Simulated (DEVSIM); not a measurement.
System: illuminated Si n-on-p cell, one wavelength, at 400 K.

```
layer (left to right)  material  thickness (μm)  Nd (cm⁻³)  Na (cm⁻³)  τn (s)  τp (s)  absorption coefficient (cm⁻¹)
---------------------  --------  --------------  ---------  ---------  ------  ------  -----------------------------
1                            Si           0.160     1.8e18          -    7e-7  4.5e-6                           2800
2                            Si             120          -     3.8e16    5e-6    5e-6                           2800
```

Left contact: ohmic, minority hole recombination velocity 1e6 cm/s. Right contact: ohmic, minority electron recombination velocity 800 cm/s. Voltage is applied to the left contact. Recombination: SRH at mid-gap, radiative, Auger. Light enters at the left, 2e17 photons cm⁻² s⁻¹, one pass, no reflection. Mobility is constant in doping.

This is a model device: material constants are rounded textbook-type values typed into the input, and sizes, dopings and lifetimes were drawn at random. Values at 300 K; Nc and Nv go as T^1.5, mobilities as T to minus their exponent, the gap by Varshni's rule with the affinity fixed.

```csv
parameter,Si
gap (eV),1.124
affinity (eV),4.05
permittivity,11.7
Nc (cm⁻³),2.86e19
Nv (cm⁻³),3.1e19
μn (cm²/Vs),1417
μp (cm²/Vs),470
T exponent of μn,2.3
T exponent of μp,2.2
B (cm³/s),4.7e-15
Cn (cm⁶/s),2.8e-31
Cp (cm⁶/s),9.9e-32
Varshni α (eV/K),0.000473
Varshni β (K),636
```

Simulated with DEVSIM: 1D drift-diffusion, Boltzmann statistics, complete ionisation; no tunnelling, impact ionisation, image-force lowering or self-heating.

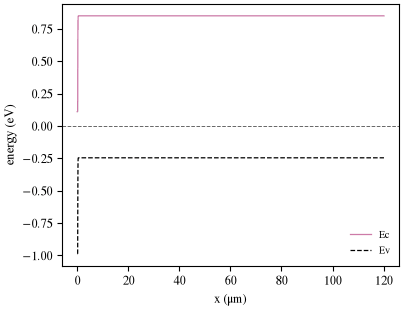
Band edges at zero bias, in the dark

Energies count from the Fermi level of the right contact; mesh points crowd at the junctions.

```tsv
x (μm)	Ec (eV)	Ev (eV)	n (cm⁻³)	p (cm⁻³)	field (V/cm)
0.000	0.110	-0.986	1.8e18	1.8e7	≈ 0
0.02650	0.110	-0.986	1.8e18	1.8e7	≈ 0
0.07622	0.110	-0.986	1.8e18	1.8e7	≈ 0
0.1258	0.110	-0.986	1.8e18	1.8e7	12
0.1631	0.191	-0.905	1.7e17	1.9e8	96000
0.1974	0.454	-0.643	8.5e13	3.8e11	65000
0.2748	0.784	-0.312	5.8e9	5.5e15	21000
0.5711	0.850	-0.246	8.5e8	3.8e16	≈ 0
1.120	0.850	-0.246	8.5e8	3.8e16	≈ 0
2.454	0.850	-0.246	8.5e8	3.8e16	≈ 0
5.380	0.850	-0.246	8.5e8	3.8e16	≈ 0
15.92	0.850	-0.246	8.5e8	3.8e16	≈ 0
37.31	0.850	-0.246	8.5e8	3.8e16	≈ 0
76.88	0.850	-0.246	8.5e8	3.8e16	≈ 0
105.8	0.850	-0.246	8.5e8	3.8e16	≈ 0
114.1	0.850	-0.246	8.5e8	3.8e16	≈ 0
117.5	0.850	-0.246	8.5e8	3.8e16	≈ 0
119.0	0.850	-0.246	8.5e8	3.8e16	≈ 0
119.8	0.850	-0.246	8.5e8	3.8e16	≈ 0
120.0	0.850	-0.246	8.5e8	3.8e16	≈ 0
120.1	0.850	-0.246	8.5e8	3.8e16	≈ 0
120.2	0.850	-0.246	8.5e8	3.8e16	≈ 0
```
